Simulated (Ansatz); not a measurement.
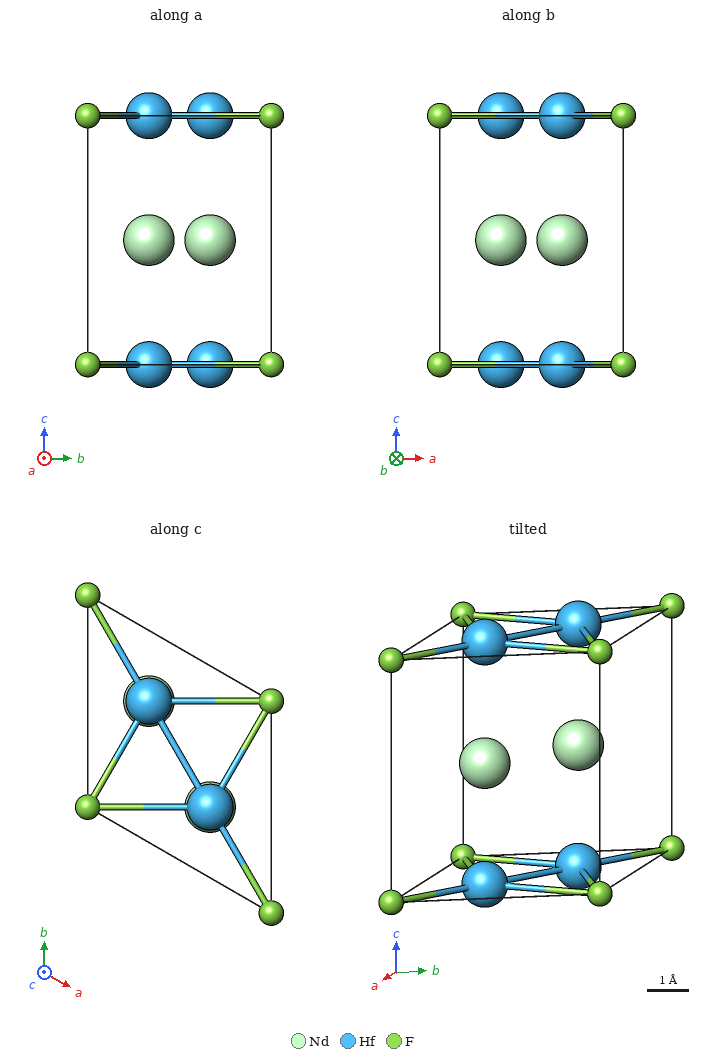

View along the a axis, along the b axis, along the c axis and slightly off an axis, drawn as a ball-and-stick model. The conventional unit cell is drawn as a box.

Lattice parameters: a = 5.1941 Å, b = 5.1941 Å, c = 6.0974 Å, α = 90.000°, β = 90.000°, γ = 120.000°.

> Reconstruct the structure as a CIF with its space group and independent sites.

```cif
data_structure
_symmetry_space_group_name_H-M 'P 6/m m m'
_symmetry_Int_Tables_number 191
_cell_length_a 5.1941
_cell_length_b 5.1941
_cell_length_c 6.0974
_cell_angle_alpha 90.000
_cell_angle_beta 90.000
_cell_angle_gamma 120.000
_cell_volume 142.46
loop_
_atom_site_label
_atom_site_type_symbol
_atom_site_symmetry_multiplicity
_atom_site_Wyckoff_symbol
_atom_site_fract_x
_atom_site_fract_y
_atom_site_fract_z
_atom_site_occupancy
Nd1 Nd 2 d 0.3333 0.6667 0.5000 1
Hf1 Hf 2 c 0.3333 0.6667 0.0000 1
F1 F 1 a 0.0000 0.0000 0.0000 1
```

The model was built from a random cell made by a generator, so it need not be a real form of the compound. The geometry was optimised with DFT PBE, scalar-relativistic, plane waves, PAW; 4f electrons in the core of a trivalent norm-conserving potential in Ansatz 0.2.0.
